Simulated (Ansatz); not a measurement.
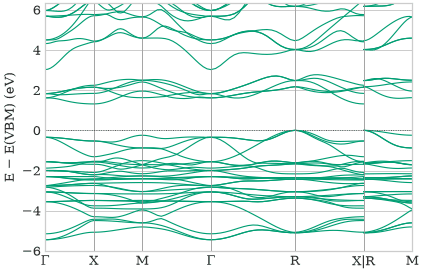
Fig. 1. Band structure from plane-wave PAW r²SCAN (Ansatz code)

Question: Read off the gap and where the band edges lie.

Answer: About 1.3 eV (1.32 eV by a search for the band edges); maximum at R, minimum at X.

Question: Pick the material that matches.
A. TaCu3Te4, P-43m (Ta on 1a, Cu on 3d, Te on 4e)
B. KTaO3, cubic perovskite
C. BaTiO3, cubic perovskite
D. GeTePt, P2_13 (Ge on 4a, Te on 4a, Pt on 4a)

Answer: A, TaCu3Te4, P-43m (Ta on 1a, Cu on 3d, Te on 4e)

The workflow started from a Materials Project entry (that database holds measured and hypothetical structures alike); the Crystallography Open Database copy checked does not list it. Its standing as an ambient phase is unchecked. The r²SCAN relaxation kept the symmetry of its start; its stability against distortions is not shown here. No spin polarisation was allowed. Spin–orbit coupling is left out wherever it is not named.

Potentials: the later of the program's two PAW sets.
